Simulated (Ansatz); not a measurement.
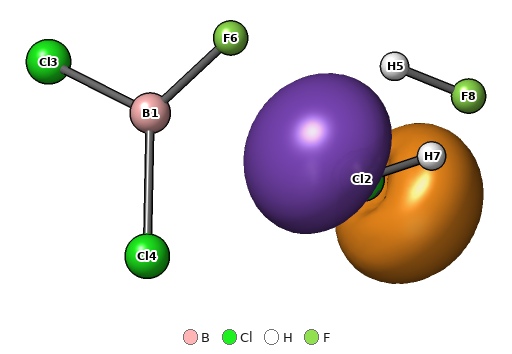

Figure. BCl2F···HCl···HF. The HOMO−1 at ±0.2 Å⁻³ᐟ² (orange and purple are the two phases), seen from one side.

The product side of a reaction path; geometry: PBE0-D4/def2-TZVP.

The calculation used Ansatz, RKS PBE0-D4/def2-TZVPP.

| atom | x (Å) | y (Å) | z (Å) |
| --- | --- | --- | --- |
| B | -1.0430 | -1.0474 | -0.0320 |
| Cl | 2.2211 | -0.3849 | -0.0218 |
| Cl | -0.9396 | -2.4753 | -1.0009 |
| Cl | -1.1233 | -1.0870 | 1.6976 |
| H | -0.2715 | 1.7664 | -0.1753 |
| F | -1.1313 | 0.1309 | -0.6413 |
| H | 1.8183 | 0.8351 | 0.0920 |
| F | 0.4692 | 2.2622 | 0.0817 |

**Describe this orbital and give its energy.**

By Hirshfeld shares it lies mainly on Cl2 (about 90 %); largely a lone pair of Cl2. Its energy is −9.40 eV.
